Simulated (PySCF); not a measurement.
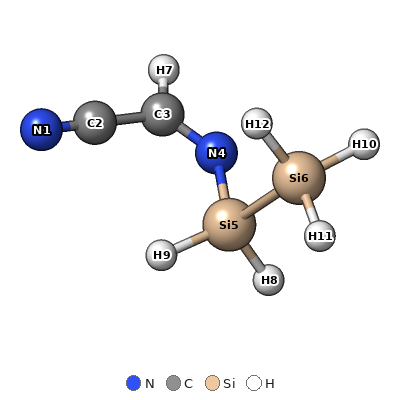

Geometry used (C₂H₆N₂Si₂, SMILES N#C/C=N\[SiH2][SiH3]).

Kohn-Sham orbital energies near the frontier, PBE0/def2-TZVP in PySCF 2.14.0, at a PBE0-D3(BJ)/def2-SVP geometry (no frequency check), isolated molecule; empty levels in grey, levels within 0.03 eV side by side.

Where do the frontier orbitals lie?

HOMO at −8.11 eV, LUMO at −2.58 eV, 5.53 eV apart.

On which atoms do HOMO and LUMO mostly sit?

HOMO: N4 57 %, C3 14 %, Si5 12 %. LUMO: C3 32 %, N4 26 %, N1 15 % (Löwdin shares).

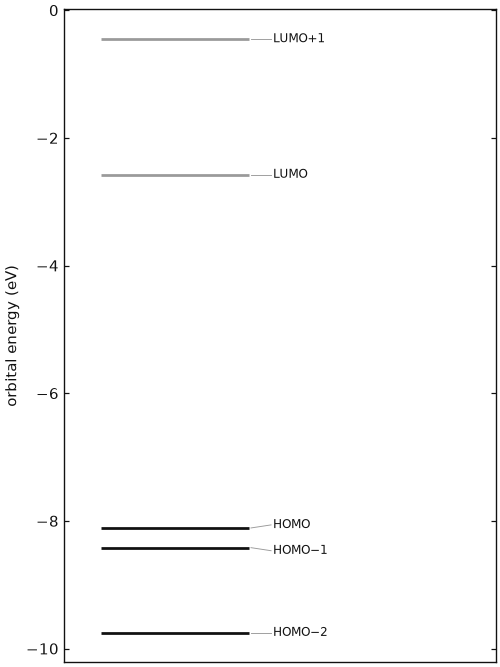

Note: one conformer of a flexible molecule; empty levels above zero depend strongly on the basis.
